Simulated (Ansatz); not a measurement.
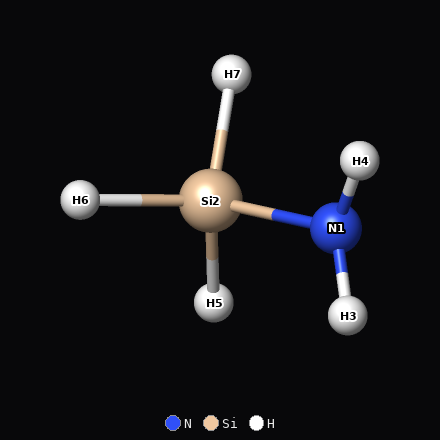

The system is H5NSi, SMILES N[SiH3]; the picture shows the grid point nearest to the relaxed geometry. 
- Two internal coordinates are moved rigidly from the geometry relaxed at PBE0-D4/def2-TZVP, all others fixed.
- Coordinates scanned: (1) bond N1–Si2; (2) angle H4–N1–Si2.
- Grid: 7 × 7 points.
- Points are written as (first, second).
- All energies are given in kcal/mol relative to the lowest grid point.
- Theory: Ansatz, RKS r2SCAN-D4/def2-TZVPP.

Its coordinates:

```xyz
7

N    -0.0977   -1.0710   -0.0209
Si    0.1330    0.6701   -0.0967
H    -1.0177   -1.4578   -0.1574
H     0.4192   -1.6126    0.6531
H    -0.5231    1.1640   -1.3349
H    -0.4265    1.4542    1.0455
H     1.5942    0.9355   -0.1408
```

Range: bond N1–Si2 from 1.548 to 2.064 Å; angle H4–N1–Si2 from 101.6 to 137.6°.

What landscape does the calculation give?

The lowest grid point is at (1.758 Å, 119.6°). The bottom of the well lies between grid points, at about (1.721 Å, 120°), about 0.44 kcal/mol lower on the interpolated surface. No other kind of well shows on this grid. The highest grid point, (2.064 Å, 137.6°), lies 29.5 kcal/mol above the lowest. Round the minimum the two coordinates are weakly coupled (coupling 0.11 in units of the two stiffnesses).

| angle H4–N1–Si2 ↓, bond N1–Si2 → | 1.548 | 1.598 | 1.672 | 1.758 | 1.853 | 1.955 | 2.064 |
| --- | --- | --- | --- | --- | --- | --- | --- |
| 137.6 | 15.9 | 9.4 | 4.9 | 5.2 | 10.1 | 18.5 | 29.5 |
| 131.6 | 13.6 | 7.0 | 2.3 | 2.4 | 7.0 | 15.2 | 26.0 |
| 125.6 | 12.6 | 5.7 | 0.8 | 0.6 | 5.0 | 13.0 | 23.5 |
| 119.6 | 12.6 | 5.6 | 0.4 | 0.0 | 4.1 | 11.9 | 22.1 |
| 113.6 | 13.9 | 6.7 | 1.2 | 0.5 | 4.4 | 11.8 | 21.8 |
| 107.6 | 16.3 | 8.9 | 3.2 | 2.2 | 5.8 | 12.9 | 22.6 |
| 101.6 | 20.0 | 12.4 | 6.4 | 5.1 | 8.3 | 15.1 | 24.5 |

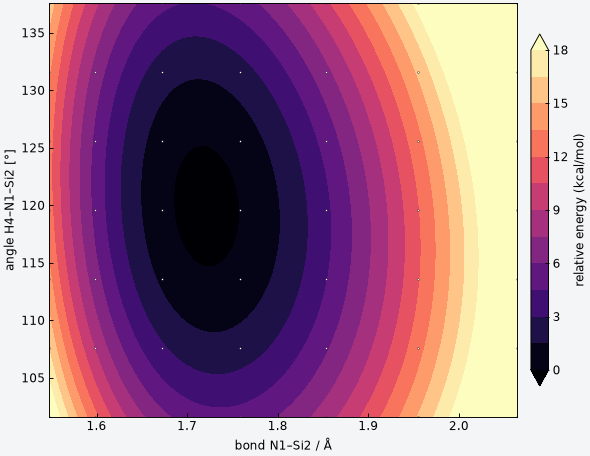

Drawn: filled contours, dots at the grid points, one colour for all values above the top of the scale. Between grid points the surface is interpolated.
